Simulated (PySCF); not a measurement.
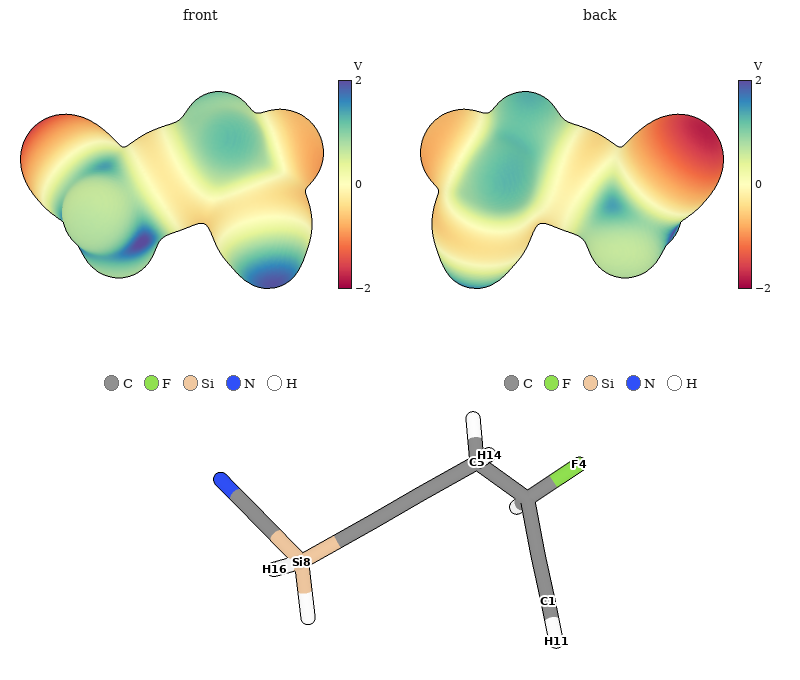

*C$_{7}$H$_{6}$FNSi (SMILES C#C[C@H](F)CC#C[SiH2]C#N). The molecular electrostatic potential painted on the density surface at 0.002 e/bohr³, seen from the front and from behind; red is negative and blue positive. The bare structure is drawn below in the same view.*

Geometry: GFN2-xTB.

These are results of PBE0/pcSseg-1, SCF density, gas phase, non-relativistic (PySCF), not measurements.

| atom | x (Å) | y (Å) | z (Å) |
| --- | --- | --- | --- |
| C | 3.0532 | -1.1451 | -0.5302 |
| C | 2.4520 | -0.1332 | -0.7443 |
| C | 1.7615 | 1.1242 | -0.9698 |
| F | 2.6827 | 2.1431 | -1.1516 |
| C | 0.8607 | 1.4919 | 0.2216 |
| C | -0.1950 | 0.5180 | 0.3860 |
| C | -1.0709 | -0.3023 | 0.4969 |
| Si | -2.4179 | -1.5432 | 0.6965 |
| C | -3.9970 | -0.5685 | 0.4600 |
| N | -4.9661 | 0.0250 | 0.3178 |
| H | 3.5645 | -2.0447 | -0.3576 |
| H | 1.1765 | 1.0714 | -1.8999 |
| H | 0.4271 | 2.4805 | 0.0422 |
| H | 1.4684 | 1.5360 | 1.1306 |
| H | -2.3638 | -2.5541 | -0.3610 |
| H | -2.4435 | -2.0900 | 2.0540 |

> Which sites attract a positive test charge, and which a negative one?

A positive charge is drawn to the negative regions and a negative charge to the positive ones. The most negative region (about −1.7 V) lies over N10, the most positive (about +1.9 V) over Si8 and H11. N10 is the likeliest acceptor of a hydrogen bond.

> What dipole moment does the calculation give?

Its dipole moment is 3.78 D.
